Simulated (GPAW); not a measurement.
# WS2 (2H monolayer): G0W0 on several meshes in GPAW

How does the mesh move the gap of WS2 (2H monolayer)?

Program: GPAW 26.7.0. Level of theory: LDA and many-body steps on it, plane waves. Results are calculated unless marked as measured.

### Step 1. The starting structure

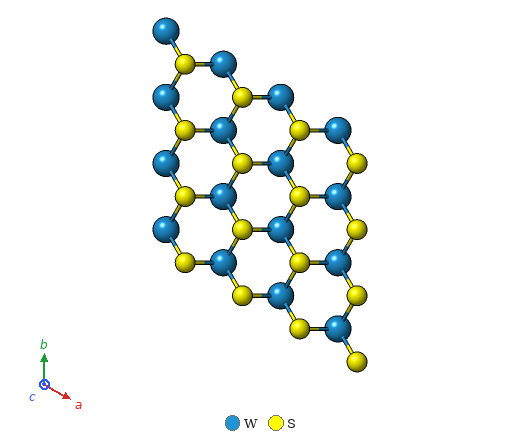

The starting structure, seen from above (tungsten blue, sulfur yellow). 4×4×1 cells are drawn.

The cell holds 3 atoms: 1 W and 2 S. Cell: a = 3.122 Å, b = 3.122 Å, c = 14.500 Å, α = 90.0°, β = 90.0°, γ = 120.0°. Vacuum lies along c.

Structure file:

```xyz
3
Lattice="3.1224 0.0000 0.0000 -1.5612 2.7041 0.0000 0.0000 0.0000 14.5000" Properties=species:S:1:pos:R:3
W     0.0000    1.8027    7.2500
S     1.5612    0.9014    8.8094
S     1.5612    0.9014    5.6906
```

The structure was relaxed with LDA. The runs that relaxed it are not among those shown. Spin-orbit coupling is left out unless a step names it.

### Step 2. Empty states on the mesh, 12×12×1 mesh, 287 bands

This step: GPAW 26.7.0; DFT, LDA, plane waves, PAW.

The sums over transitions need many empty states on a uniform mesh; this step solves for them.

run.py reads:

```python
import json
import numpy as np
from gpaw.mpi import world
from gpaw import GPAW

calc = GPAW('gs.gpw').fixed_density(kpts={'size': (12, 12, 1), 'gamma': True},
    parallel={'domain': 1, 'band': 1},
    txt='nscf.txt')
calc.diagonalize_full_hamiltonian(nbands=287)
calc.write('full.gpw', mode='all')
res = {}
kpts = calc.get_ibz_k_points()
res['kpts'] = kpts
res['eigenvalues'] = [calc.get_eigenvalues(kpt=k) for k in range(len(kpts))]
res['n_electrons'] = calc.get_number_of_electrons()

if world.rank == 0:
    with open('result.json', 'w') as f:
        json.dump(res, f, default=lambda x: x.tolist())
```

On the command line:

```sh
> mpirun -n 16 gpaw python run.py
```

Numbers of over 12 decimals in the logs are rounded to 6 here.

Log:

```text
Diagonalizing LCAO Hamiltonian
Converting LCAO to pw mode
convergence criteria:
- Maximum integral of absolute [eigenst]ate change: 4e-08 eV^2 / valence electron
maximum number of iterations: 100

SCF iterations
|iter     |     time |      energy | eigst |  dens |
|iter:   1|  |             | +0.53 |       |
|iter:   2|  |             | -0.93 |       |
|iter:   3|  |             | -2.20 |       |
[...]
|iter:  10|  |             | -6.42 |       |
|iter:  11|  |             | -6.96 |       |
|iter:  12|  |             | -7.43c|       |
SCF steps: 12
  __  _  _
 | _ |_)|_||  |
 |__||  | ||/\| - 26.7.0

Input parameters:
  mode=PW(ecut=450.000000),
  convergence={'density': 1e-06, 'bands': -3},
  gpts=array([16, 16, 72]),
  kpts=MonkhorstPack(size=(12, 12, 1), gamma=True),
  maxiter=100,
  nbands=20,
  occupations=Occupations(name='fermi-dirac', width=0.001, fixmagmom=False),
  parallel={'domain': 1, 'band': 1},
  xc=XC(name='LDA')
Matrix size: 2703x2703
# Writing to full.gpw (mode='all')
  [... matrices ...]

timing:  # [seconds]
  Total: 51.086  # ━━━━━━━━━━━━━━━━━━━━━━━━━━━━━━━━━━━━━━━━━━━━━━━━━━━━━━━━━━
```

Run time: 56 s. Hardware: 16 MPI ranks of Arm Neoverse V1, shared host; peak memory 9.5 GiB.

Numbers from this step:

* gap: 1.996 eV
* k of the valence top: 0.3333, 0.3333, 0
* k of the conduction bottom: 0.3333, 0.3333, 0
* least direct gap: 1.996 eV
* k points computed: 19
* lowest point of the top converged band, above the valence top: 93.4187 eV

On this mesh the gap is 1.996 eV.

### Step 3. 12×12×1

Now the one-shot GW correction: screening in the RPA, then the self-energy of the levels asked for.

This step: G0W0 on LDA, plane waves, PAW.

run.py reads:

```python
import json
import numpy as np
from gpaw.mpi import world
from gpaw.response.g0w0 import G0W0

gw = G0W0('full.gpw',
    filename='gw',
    kpts=[0, 9],
    bands=(11, 15),
    ecut=60,
    nbands=129,
    truncation='2D',
    integrate_gamma='sphere',
    q0_correction=True,
    frequencies={'type': 'nonlinear', 'domega0': 0.15, 'omega2': 15.0},
    eta=0.1,
    nblocksmax=True)
gw.calculate()
res = {mode: {k: v for k, v in r.items() if k != 'sigma_eskwn'}
       for mode, r in gw.all_results.items()}

if world.rank == 0:
    with open('result.json', 'w') as f:
        json.dump(res, f, default=lambda x: x.tolist())
```

On the command line:

```sh
> mpirun -n 16 gpaw python run.py
```

Log:

```text
Using integrator: PointIntegrator
NonLinearFrequencyDescriptor(from 0.000 to 130.563 eV, 190 points)
Nonperiodic BCs:  [False False  True]
Using integrator: PointIntegrator
NonLinearFrequencyDescriptor(from 0.000 to 130.563 eV, 190 points)
Nonperiodic BCs:  [False False  True]
Applying analytical 2D correction to W:
    Evaluating Gamma point contribution to W on a 15x15x1 grid
  ___  _ _ _
 |   || | | |
 | | || | | |
 |__ ||_____|
 |___|

BZ k-points: Symmetries present (total): 12

  [... matrices ...]
144 k-points: 12 x 12 x 1 Monkhorst-Pack grid + [1/24,1/24,0.000000]
19 k-points in the irreducible part of the Brillouin zone
       k-points in crystal coordinates                weights
   0:    -0.00000000   -0.00000000    0.00000000          1/144
   1:     0.08333333   -0.00000000    0.00000000          6/144
   2:     0.16666667   -0.08333333    0.00000000          6/144
   3:     0.16666667   -0.00000000    0.00000000          6/144
   4:     0.25000000   -0.08333333    0.00000000         12/144
   5:     0.25000000   -0.00000000    0.00000000          6/144
   6:     0.33333333   -0.16666667    0.00000000          6/144
   7:     0.33333333   -0.08333333    0.00000000         12/144
   8:     0.33333333   -0.00000000    0.00000000          6/144
   9:     0.33333333    0.33333333    0.00000000          2/144
          ...
  18:     0.50000000    0.50000000    0.00000000          3/144

Distributing spins, k-points and bands (1 x 2 x 4) over 2 processes
Number of blocks: 8

Quasi particle states:
k-points (IBZ indices): [0, 9]
Band range: (11, 15)
  [... matrices ...]
Computational parameters:
Plane wave cut-off: 60 eV
Number of bands: 129
Coulomb cutoff: 2D
Broadening: 0.1 eV

fxc modes: GW
Kernel: RPA
Using full-frequency real axis integration
Summing all q:

Calculating screened Coulomb potential
2D Coulomb truncation
NonLinearFrequencyDescriptor(from 0.000 to 130.563 eV, 190 points)
Removing empty qpoint cache files...

Calculating chi0 body with:
    Ground state adapter containing:
    Number of spins: 1
    Number of kpoints: 144
    Number of irreducible kpoints: 19
    Number of completely occupied states: 13
    Number of partially occupied states: 13
    Occupied states memory: 3.65625 M / cpu

    Linear response parametrization:
    q_c: [-2.0816681711721685e-17, -2.0816681711721685e-17, 0.0]
    Number of frequency points: 190
    Planewave cutoff: 60.0
    Number of bands: 129
    Number of planewaves: 109
    Broadening (eta): 0.1
    comm.size: 16
    kncomm.size: 2
    blockcomm.size: 8

    Memory estimate of potentially large arrays:
        chi0_wGG: 4.305630 M / cpu
Integrating chi0 body.

Symmetries of q_c:
    Direct symmetries (Uq -> q): 12
    Indirect symmetries (TUq -> q): 12
In total 24 allowed symmetries.

  [... matrices ...]
19 groups of equivalent kpoints. 86.805556% reduction.

Integral kind: spectral function
Integrating chi0 head and wings.

Symmetries of q_c:
    Direct symmetries (Uq -> q): 12
    Indirect symmetries (TUq -> q): 12
In total 24 allowed symmetries.

  [... matrices ...]
19 groups of equivalent kpoints. 86.805556% reduction.

Integral kind: spectral function wings

Calculating chi0 body with:
    Ground state adapter containing:
    Number of spins: 1
    Number of kpoints: 144
    Number of irreducible kpoints: 19
    Number of completely occupied states: 13
    Number of partially occupied states: 13
[... the further q-points ...]

Results:
f:      Occupation numbers
eps:     KS-eigenvalues [eV]
vxc:     KS vxc [eV]
exx:     Exact exchange [eV]
sigma:   Self-energies [eV]
dsigma:  Self-energy derivatives
Z:       Renormalization factors
qp:      QP-energies [eV]

k-point 0 (0): (-0.000, -0.000, 0.000)                GW
band       f     eps     vxc     exx   sigma  dsigma       Z      qp
                                                                   GW
  11   1.000  -1.488 -18.785 -20.381   1.801  -0.330   0.752  -1.334
  12   1.000  -0.089 -17.281 -18.164   1.046  -0.324   0.755   0.034
  13   0.000   3.130 -18.616 -13.692  -3.226  -0.329   0.753   4.408
  14   0.000   3.130 -18.616 -13.692  -3.226  -0.329   0.753   4.408

k-point 1 (9): (0.333, 0.333, 0.000)                GW
band       f     eps     vxc     exx   sigma  dsigma       Z      qp
                                                                   GW
  11   1.000  -2.310 -16.926 -19.977   2.792  -0.398   0.715  -2.495
  12   1.000   0.066 -18.539 -18.864   0.703  -0.320   0.758   0.352
  13   0.000   2.062 -20.341 -15.915  -2.678  -0.304   0.767   3.402
  14   0.000   3.369 -17.188 -12.004  -3.501  -0.320   0.758   4.644
```

Run time: 2.1 min. Hardware: 16 MPI ranks; peak memory 6.1 GiB.

Numbers from this step:

| Quantity | Value |
| --- | --- |
| G0W0 gap on the points computed | 3.051 eV |
| least direct G0W0 gap on the computed points | 3.051 eV |
| Z at the valence top | 0.7577 |
| Z at the conduction bottom | 0.7668 |
| starting gap on the mesh | 1.996 eV |
| k of the valence top | 0.3333, 0.3333, 0 |
| k of the conduction bottom | 0.3333, 0.3333, 0 |

The gap on the mesh goes from 2.00 eV to 3.05 eV, a correction of +1.05 eV.

### Step 4. Empty states on the mesh, 9×9×1 mesh, 139 bands

This step: DFT, LDA, plane waves, PAW.

run.py reads:

```python
import json
import numpy as np
from gpaw.mpi import world
from gpaw import GPAW

calc = GPAW('gs.gpw').fixed_density(kpts={'size': (9, 9, 1), 'gamma': True},
    nbands=162,
    convergence={'bands': 139},
    txt='nscf.txt')
calc.write('full.gpw', mode='all')
res = {}
kpts = calc.get_ibz_k_points()
res['kpts'] = kpts
res['eigenvalues'] = [calc.get_eigenvalues(kpt=k) for k in range(len(kpts))]
res['n_electrons'] = calc.get_number_of_electrons()

if world.rank == 0:
    with open('result.json', 'w') as f:
        json.dump(res, f, default=lambda x: x.tolist())
```

On the command line:

```sh
> mpirun -n 16 gpaw python run.py
```

Log:

```text
Diagonalizing LCAO Hamiltonian
Converting LCAO to pw mode
convergence criteria:
- Maximum integral of absolute [eigenst]ate change: 4e-08 eV^2 / valence electron
maximum number of iterations: 100

SCF iterations
|iter     |     time |      energy | eigst |  dens |
|iter:   1|  |             | +4.13 |       |
|iter:   2|  |             | +2.95 |       |
|iter:   3|  |             | +1.82 |       |
[...]
|iter:  12|  |             | -6.37 |       |
|iter:  13|  |             | -6.99 |       |
|iter:  14|  |             | -7.57c|       |
SCF steps: 14
  __  _  _
 | _ |_)|_||  |
 |__||  | ||/\| - 26.7.0

Input parameters:
  mode=PW(ecut=450.000000),
  convergence={'bands': 139},
  gpts=array([16, 16, 72]),
  kpts=MonkhorstPack(size=(9, 9, 1), gamma=True),
  maxiter=100,
  nbands=162,
  occupations=Occupations(name='fermi-dirac', width=0.001, fixmagmom=False),
  parallel={},
  xc=XC(name='LDA')
# Writing to full.gpw (mode='all')
  [... matrices ...]

timing:  # [seconds]
  Total: 0.104  # ━━━━━━━━━━━━━━━━━━━━━━━━━━━━━━━━━━━━━━━━━━━━━━━━━━━━━━━━━━━
```

Elapsed: 17 s, on 16 MPI ranks; peak memory 2.5 GiB; 4.1 min of CPU time.

This step gave:

```yaml
gap: 1.996 eV
k_of_the_valence_top: 0.3333, 0.3333, 0
k_of_the_conduction_bottom: 0.3333, 0.3333, 0
least_direct_gap: 1.996 eV
k_points_computed: 12
lowest_point_of_the_top_converged_band_above_the_valence_top: 56.3510 eV
```

On this mesh the gap is 1.996 eV.

### Step 5. 9×9×1

This step: G0W0 on LDA, plane waves, PAW.

run.py reads:

```python
import json
import numpy as np
from gpaw.mpi import world
from gpaw.response.g0w0 import G0W0

gw = G0W0('full.gpw',
    filename='gw',
    kpts=[0, 6],
    bands=(11, 15),
    ecut=60,
    nbands=129,
    truncation='2D',
    integrate_gamma='sphere',
    q0_correction=True,
    frequencies={'type': 'nonlinear', 'domega0': 0.15, 'omega2': 15.0},
    eta=0.1,
    nblocksmax=True)
gw.calculate()
res = {mode: {k: v for k, v in r.items() if k != 'sigma_eskwn'}
       for mode, r in gw.all_results.items()}

if world.rank == 0:
    with open('result.json', 'w') as f:
        json.dump(res, f, default=lambda x: x.tolist())
```

On the command line:

```sh
> mpirun -n 16 gpaw python run.py
```

Log:

```text
Using integrator: PointIntegrator
NonLinearFrequencyDescriptor(from 0.000 to 130.563 eV, 190 points)
Nonperiodic BCs:  [False False  True]
Using integrator: PointIntegrator
NonLinearFrequencyDescriptor(from 0.000 to 130.563 eV, 190 points)
Nonperiodic BCs:  [False False  True]
Applying analytical 2D correction to W:
    Evaluating Gamma point contribution to W on a 19x19x1 grid
  ___  _ _ _
 |   || | | |
 | | || | | |
 |__ ||_____|
 |___|

BZ k-points: Symmetries present (total): 12

  [... matrices ...]
81 k-points: 9 x 9 x 1 Monkhorst-Pack grid
12 k-points in the irreducible part of the Brillouin zone
       k-points in crystal coordinates                weights
   0:     0.00000000    0.00000000    0.00000000          1/81
   1:     0.11111111    0.00000000    0.00000000          6/81
   2:     0.22222222   -0.11111111    0.00000000          6/81
[...]
9:     0.44444444    0.00000000    0.00000000          6/81
          ...
  11:     0.44444444    0.44444444    0.00000000          6/81

Distributing spins, k-points and bands (1 x 2 x 4) over 2 processes
Number of blocks: 8

Quasi particle states:
k-points (IBZ indices): [0, 6]
Band range: (11, 15)
  [... matrices ...]
Computational parameters:
Plane wave cut-off: 60 eV
Number of bands: 129
Coulomb cutoff: 2D
Broadening: 0.1 eV

fxc modes: GW
Kernel: RPA
Using full-frequency real axis integration
Summing all q:

Calculating screened Coulomb potential
2D Coulomb truncation
NonLinearFrequencyDescriptor(from 0.000 to 130.563 eV, 190 points)
Removing empty qpoint cache files...

Calculating chi0 body with:
    Ground state adapter containing:
    Number of spins: 1
    Number of kpoints: 81
    Number of irreducible kpoints: 12
    Number of completely occupied states: 13
[...]
q_c: [0.0, 0.0, 0.0]
    Number of frequency points: 190
    Planewave cutoff: 60.0
    Number of bands: 129
    Number of planewaves: 109
    Broadening (eta): 0.1
    comm.size: 16
    kncomm.size: 2
    blockcomm.size: 8

    Memory estimate of potentially large arrays:
        chi0_wGG: 4.305630 M / cpu
Integrating chi0 body.

Symmetries of q_c:
    Direct symmetries (Uq -> q): 12
    Indirect symmetries (TUq -> q): 12
In total 24 allowed symmetries.

  [... matrices ...]
12 groups of equivalent kpoints. 85.185185% reduction.

Integral kind: spectral function
Integrating chi0 head and wings.

Symmetries of q_c:
    Direct symmetries (Uq -> q): 12
    Indirect symmetries (TUq -> q): 12
In total 24 allowed symmetries.

  [... matrices ...]
12 groups of equivalent kpoints. 85.185185% reduction.

Integral kind: spectral function wings

Calculating chi0 body with:
    Ground state adapter containing:
    Number of spins: 1
    Number of kpoints: 81
    Number of irreducible kpoints: 12
    Number of completely occupied states: 13
    Number of partially occupied states: 13
    Occupied states memory: 3.65625 M / cpu

[... the further q-points ...]

Results:
f:      Occupation numbers
eps:     KS-eigenvalues [eV]
vxc:     KS vxc [eV]
exx:     Exact exchange [eV]
sigma:   Self-energies [eV]
dsigma:  Self-energy derivatives
Z:       Renormalization factors
qp:      QP-energies [eV]

k-point 0 (0): (0.000, 0.000, 0.000)                GW
band       f     eps     vxc     exx   sigma  dsigma       Z      qp
                                                                   GW
  11   1.000  -1.488 -18.785 -20.381   1.771  -0.328   0.753  -1.357
  12   1.000  -0.089 -17.281 -18.165   1.017  -0.325   0.755   0.011
  13   0.000   3.130 -18.616 -13.693  -3.197  -0.332   0.751   4.426
[...]
k-point 1 (6): (0.333, 0.333, 0.000)                GW
band       f     eps     vxc     exx   sigma  dsigma       Z      qp
                                                                   GW
[...]
13   0.000   2.062 -20.341 -15.901  -2.671  -0.303   0.767   3.420
  14   0.000   3.369 -17.188 -12.005  -3.472  -0.319   0.758   4.666
```

Wall time 46 s (16 MPI ranks); peak memory 4.7 GiB.

Numbers from this step:

```yaml
g0w0_gap_on_the_points_computed: 3.087 eV
least_direct_g0w0_gap_on_the_computed_points: 3.087 eV
z_at_the_valence_top: 0.7567
z_at_the_conduction_bottom: 0.7673
starting_gap_on_the_mesh: 1.996 eV
k_of_the_valence_top: 0.3333, 0.3333, 0
k_of_the_conduction_bottom: 0.3333, 0.3333, 0
```

Against G0W0 in GPAW (12×12×1 mesh, 129 bands, screening to 60 eV, full frequency, Hilbert transform), the gap moves by +0.037 eV.

### Step 6. Side by side

Times are wall times on 16 MPI ranks of Arm Neoverse V1, shared host, good to a factor of about two.

```csv
run,mesh,bands,screening cutoff (eV),DFT gap (eV),gap on the mesh (eV),direct (eV),time
12×12×1,12×12×1,129,60,1.996,3.051,3.051,2.1 min
9×9×1,9×9×1,129,60,1.996,3.087,3.087,46 s
```

### Step 7. Summary of results

| Item | Value |
| --- | --- |
| 12×12×1 | 3.051 eV |
| 9×9×1 | 3.087 eV |
| known limits | not at the basis limit; no spin-orbit coupling |

9×9×1: +0.037 eV against 12×12×1. Bands and cutoff are finite, so the gap is not at the basis limit. The miss can reach some tenths of an eV and take either sign; the mesh is an error of its own. These stock PAW sets were not made for GW; the filled d or f shell of W lies in the frozen core, which bears on start and correction. In the G0W0 runs levels were corrected at 2 k points alone, so a gap called «on the mesh» is the least over those, and an edge elsewhere would be missed. The many-body steps are scalar-relativistic: spin-orbit coupling is not in them.

[Paths, hosts, dates, memory and timing lines, banners, echoed tables and standing remarks are left out of the program output.]

[Logs are printed without paths, hosts, clocks, repeated set-up lines and the standing remarks that a program may print on its own settings, such as how far it seeks lower states.]

[Runs of the session that timed out or met a known fault of the program may be left out.]

[Hosts, paths, dates, database ids (printed as entryN), source tags and the programs' standing remarks are cut or masked in the printed files.]
